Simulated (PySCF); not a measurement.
| atom | x (Å) | y (Å) | z (Å) |
| --- | --- | --- | --- |
| Si | 0.9706 | 1.7742 | 0.6511 |
| H | 0.6116 | 2.0611 | 2.0741 |
| H | 2.4528 | 1.6484 | 0.4973 |
| H | 0.5510 | 2.9673 | -0.1633 |
| N | 0.2365 | 0.2684 | 0.2068 |
| C | 0.7495 | -0.5093 | -0.9062 |
| C | 1.4066 | -1.8149 | -0.4795 |
| C | -1.0518 | -0.1346 | 0.7354 |
| C | -2.2479 | 0.3572 | -0.0713 |
| H | 1.4847 | 0.0977 | -1.4618 |
| H | -0.0584 | -0.7166 | -1.6341 |
| H | 2.2722 | -1.6164 | 0.1708 |
| H | 0.7061 | -2.4525 | 0.0816 |
| H | 1.7523 | -2.3884 | -1.3538 |
| H | -1.0833 | -1.2370 | 0.8097 |
| H | -1.1371 | 0.2309 | 1.7731 |
| H | -2.2817 | 1.4578 | -0.0929 |
| H | -2.2028 | 0.0052 | -1.1139 |
| H | -3.1936 | -0.0049 | 0.3615 |

Geometry: PBE0-D3(BJ)/def2-SVP.

Theory: PBE0/pcSseg-1, SCF density, gas phase, non-relativistic in PySCF 2.14.0.

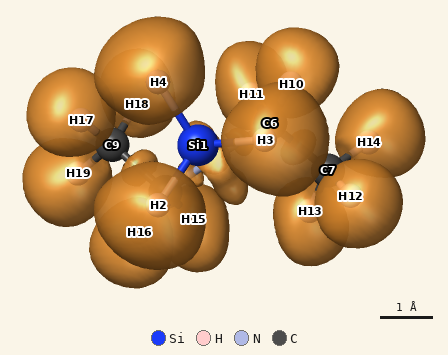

C₄H₁₃NSi (SiH3(NEt2)). Isosurface of the ELF at 0.85 (orange), seen from one side. Core shells and regions of very low density are left out.

Where are the electrons localised?

The ELF exceeds this value in two regions between bonded C–C atoms (shared pairs), two regions between bonded C–N atoms (shared pairs), one region between bonded N–Si atoms (shared pairs) and 13 regions around hydrogen nuclei.

Values along the shortest contacts:
C–N (1.45 Å): the ELF peaks at about 0.90 between the atoms, as expected for a shared electron pair. C–C (1.52 Å): the ELF peaks at about 0.95 between the atoms; a shared electron pair.
